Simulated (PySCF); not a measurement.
## A study: Sn(OH)4 (H₄O₄Sn)

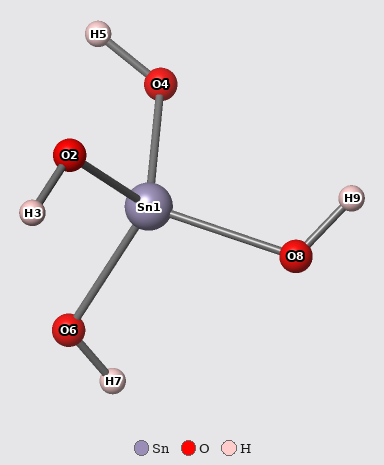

The molecule, with its atoms numbered as below. No frequency check shows the geometry to be a minimum.

Cartesian coordinates (Å):

```
Sn1     -0.0000    0.0000    0.0002
O2      -1.4441    0.6524    1.0260
H3      -2.0727   -0.0157    1.3022
O4       0.6528    1.4434   -1.0263
H5      -0.0160    2.0702   -1.3061
O6      -0.6528   -1.4434   -1.0263
H7       0.0160   -2.0702   -1.3061
O8       1.4441   -0.6524    1.0260
H9       2.0728    0.0157    1.3022
```

Part 1: Bonding charge

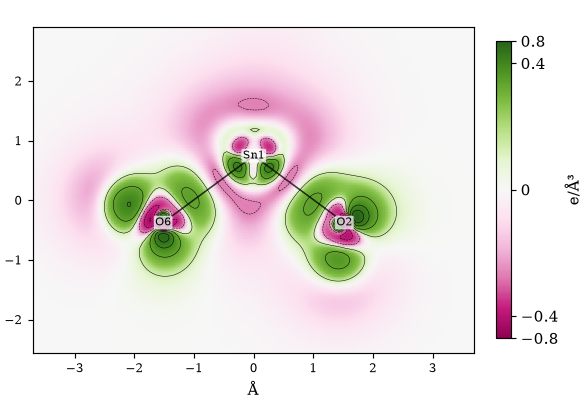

Deformation density (molecule less spherical, spin-averaged free atoms) in the plane of Sn1, O2 and O6; colour scale in e/Å³, logarithmic beyond ±0.1; green: gain, pink: loss.

Level of theory: PBE/def2-TZVP (PySCF), at a geometry from GFN2-xTB. Core potentials replace the inner electrons of Sn; spin–orbit coupling isn't included.

**How much density has each bond in this plane gained at its critical point, relative to the free atoms?**

Sn1–O6 and Sn1–O2: +0.06 e/Å³ at the bond critical point (bond length 1.89 Å, Mayer order 1.0); up to 0.6 Å beside the axis the gain reaches +0.23 e/Å³. In all, 2.2 electrons gather in the regions of gain relative to the promolecule. A small or negative value marks a very polar bond, one between electron-rich atoms, whose free-atom densities already overlap strongly, a long bond to a heavier atom, or a closed-shell contact such as a hydrogen bond.

**Where do the Hirshfeld charges lie?**

The highest Hirshfeld charge is on Sn1 (+0.71 e), the lowest on O2, O4, O6 and O8 (−0.33 e).

```tsv
atom	charge (e)
Sn1	+0.71
O2	−0.33
H3	+0.15
O4	−0.33
H5	+0.15
O6	−0.33
H7	+0.15
O8	−0.33
H9	+0.15
```

Part 2: Bond critical points

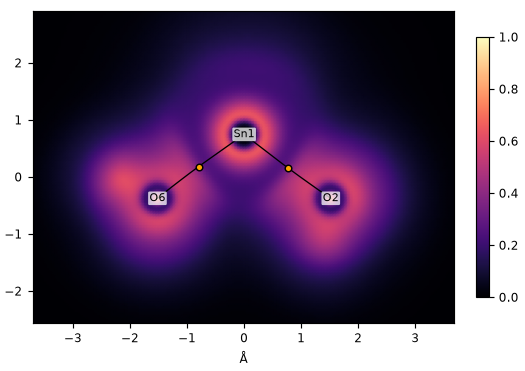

Localised orbital locator (LOL) in the plane of Sn1, O2 and O6, with bond paths and bond critical points (dots).

**Rank the bonds in the plane by LOL at their critical points.**

Sn1–O6 and Sn1–O2: about 0.35. Values above 0.5 mark slow, localised electrons, as in shared pairs; low values at a critical point mark a polar or closed-shell contact whose critical point lies between the shells.

Part 3: Local ionisation energy

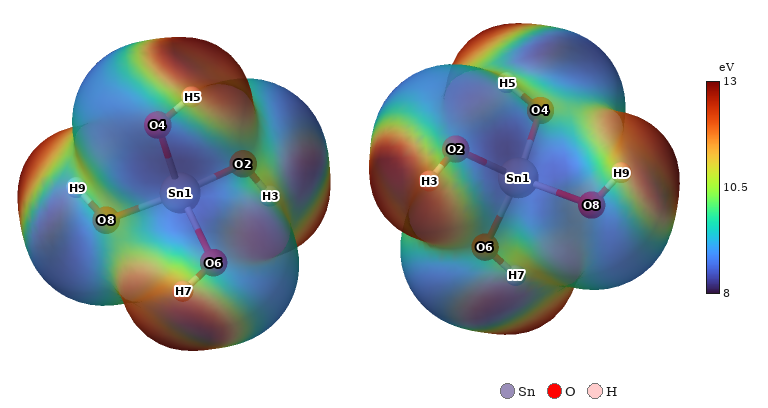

Average local ionisation energy on the surface of electron density 0.001 a.u. (back view left, front view right).

**Locate the minima of the map.**

The lowest value is 8.3 eV, 1.9 Å from O4, and at like points elsewhere. For comparison, the highest occupied orbital lies at −7.3 eV.
